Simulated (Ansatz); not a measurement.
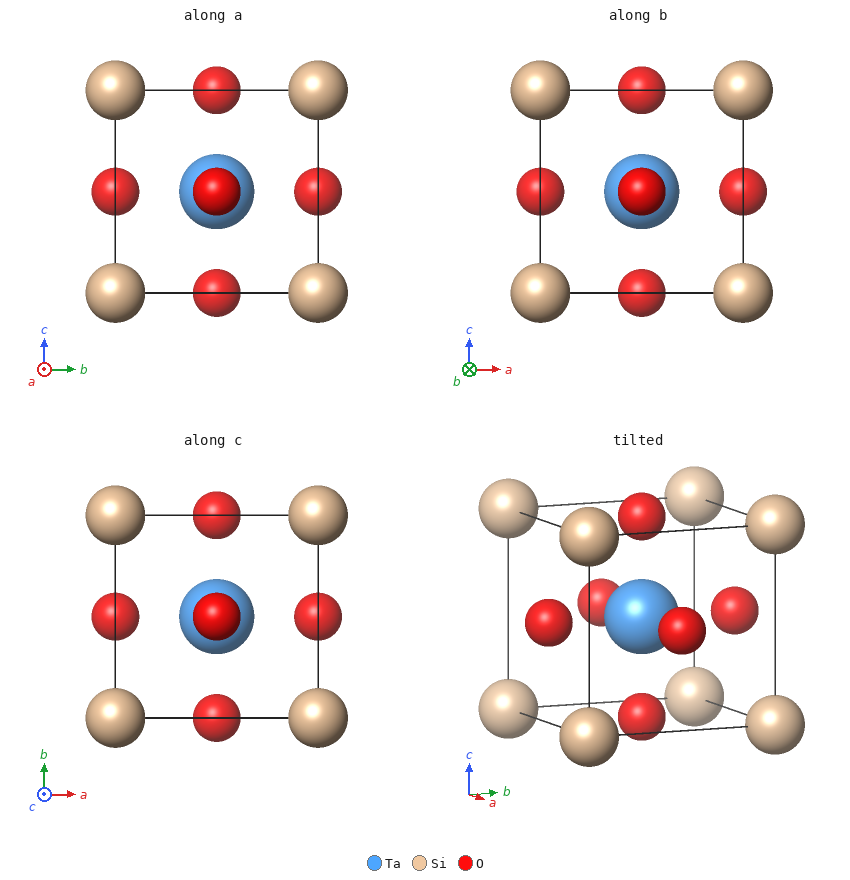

Structure drawing (spheres-only), viewed along the a axis, along the b axis, along the c axis and slightly off an axis. The lines enclose the conventional unit cell; boundary atoms appear with their images.

Lattice parameters: a = 3.9417 Å, b = 3.9417 Å, c = 3.9417 Å, α = 90.000°, β = 90.000°, γ = 90.000°.

Q: Turn the picture into a CIF in P1 with every atom of the cell.

A:
```cif
data_structure
_symmetry_space_group_name_H-M 'P 1'
_symmetry_Int_Tables_number 1
_cell_length_a 3.9417
_cell_length_b 3.9417
_cell_length_c 3.9417
_cell_angle_alpha 90.000
_cell_angle_beta 90.000
_cell_angle_gamma 90.000
_cell_volume 61.24
loop_
_atom_site_label
_atom_site_type_symbol
_atom_site_fract_x
_atom_site_fract_y
_atom_site_fract_z
_atom_site_occupancy
Ta1 Ta 0.5000 0.5000 0.5000 1
Si1 Si 0.0000 0.0000 0.0000 1
O1 O 0.0000 0.5000 0.5000 1
O2 O 0.5000 0.0000 0.5000 1
O3 O 0.5000 0.5000 0.0000 1
```

Its origin is a structure type filled with these elements by a generator (whether the compound takes this form wasn't checked). This is the structure after a relaxation with DFT LDA, scalar-relativistic, plane waves, PAW in Ansatz.
